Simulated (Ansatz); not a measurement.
Al$_{2}$ClH$_{5}$NO$_{3}$···H$_{2}$O (doublet)

```xyz
15

Al   -1.4122    0.1116    0.4705
O    -1.0915   -0.4873   -1.0918
Al   -0.3719    0.9672   -1.7705
O    -0.7421    1.7267    0.0177
O     1.3652    0.7713   -1.8278
Cl   -3.1898    0.0924    1.6014
H     0.6962   -1.0273    0.9828
N    -0.0180   -0.6219    1.6421
H     0.6069   -1.7269   -0.8917
O     1.4638   -1.6077   -0.4495
H    -1.0804    2.6018    0.2051
H     1.8890    1.2771   -2.4474
H     0.4343    0.0890    2.2083
H    -0.3370   -1.3523    2.2705
H     1.7875   -0.8136   -0.9198
```

The reactant side of a reaction path; geometry: PBE0-D4/def2-TZVP.

These are results of Ansatz, UKS PBE0-D4/def2-TZVPP, not measurements.

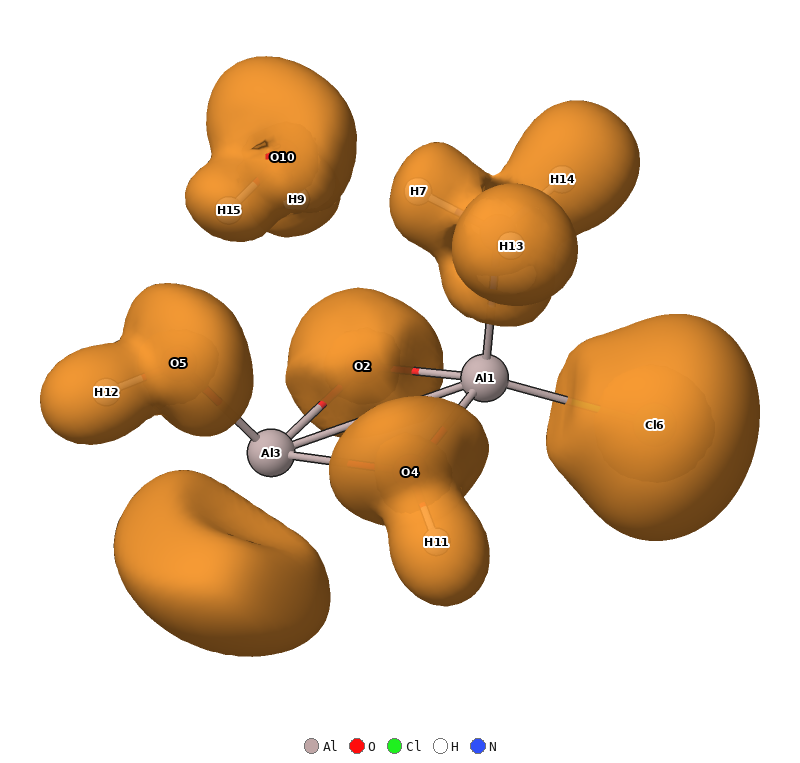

Figure 1. Isosurface of the electron localisation function at 0.75 (orange), seen across its widest extent. Core shells and regions of very low density are left out.

Where are the electrons localised?

The surface consists of one region on Cl in which the atom's valence shell and bonds are merged, one lobe on Al, pointing away from the bonds (non-bonding electrons), one region wrapped around O (its valence shell), one joined region spread over several atoms (H, N), in which their bonds and any lone pairs are merged and three joined regions spread over several atoms (H, O), in which their bonds and any lone pairs are merged.


O10···H7 (1.73 Å): the ELF dips to about 0.20 between them; by its geometry a hydrogen bond between the two molecules, with no shared pair. Al–O (1.70 Å): the ELF peaks at about 0.85 in the valence shell of O, 0.6 Å from its nucleus, and is about 0.50 at the midpoint.

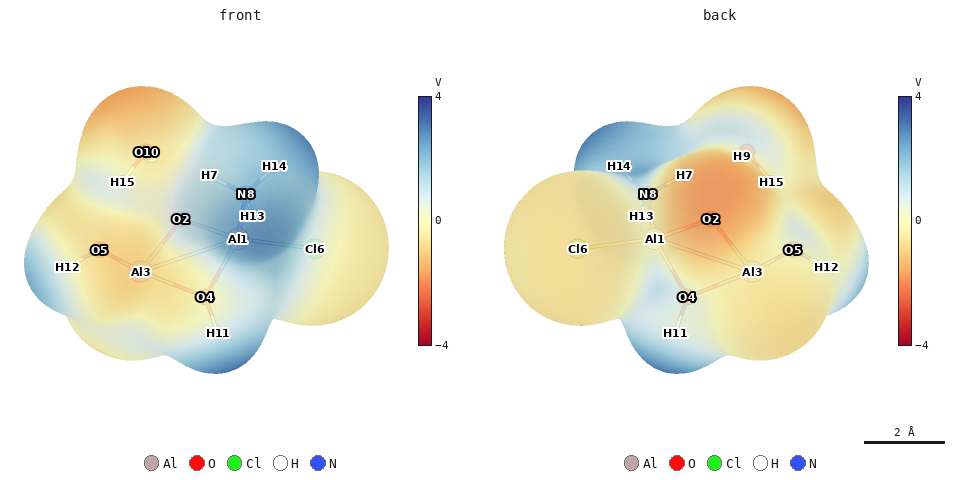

Figure 2. The molecular electrostatic potential painted on the density surface at 0.002 e/bohr³, seen from the front and from behind; the colour scale runs from red (negative) to blue (positive).

Describe the electrostatic potential map.

The most negative region (about −1.9 V, or −44 kcal/mol for a unit charge) lies over O2, the most positive (about +3.0 V, or +69 kcal/mol for a unit charge) over H11, H13 and H14. O2 is the likeliest acceptor of a hydrogen bond.

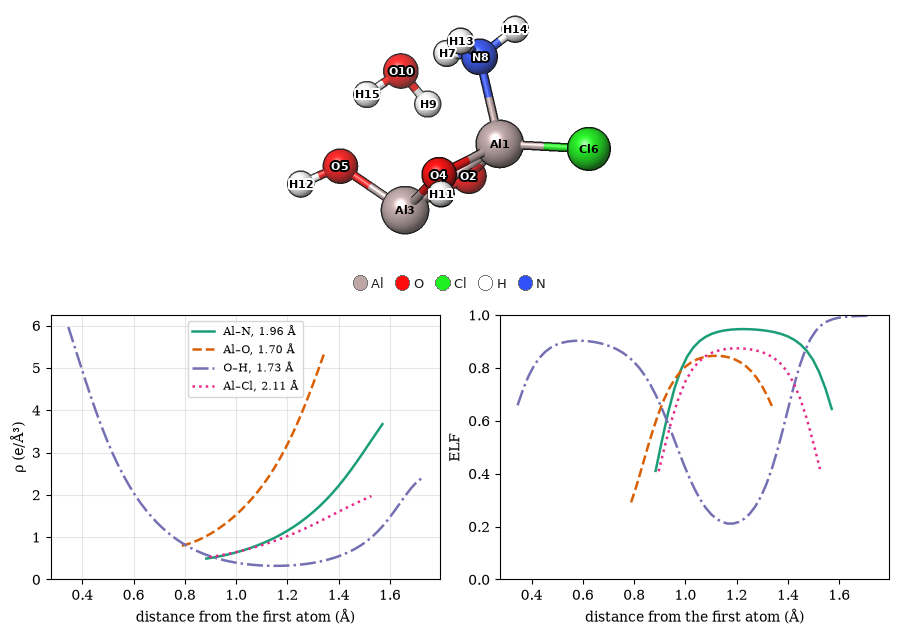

Figure 3. Total electron density and electron localisation function along straight lines between neighbouring atoms. The curves leave out the atomic cores. The structure is drawn too.

Compare the contacts.

Al–N (1.96 Å): ρ is about 0.61 e/Å³ halfway; the ELF peaks at about 0.95 in the valence shell of N, 0.7 Å from its nucleus, and is about 0.80 at the midpoint.
Al–O (1.70 Å): ρ at the midpoint is about 0.93 e/Å³; the ELF peaks at about 0.85 in the valence shell of O, 0.6 Å from its nucleus, and is about 0.50 at the midpoint.
O10···H7 (1.73 Å): the density falls to about 0.32 e/Å³ on the way; the ELF dips to about 0.20 between them (a closed-shell contact with the geometry of a hydrogen bond).
Al–Cl (2.11 Å): the density is about 0.73 e/Å³ at the midpoint; the ELF peaks at about 0.85 in the valence shell of Cl, 0.9 Å from its nucleus, and is about 0.85 at the midpoint.
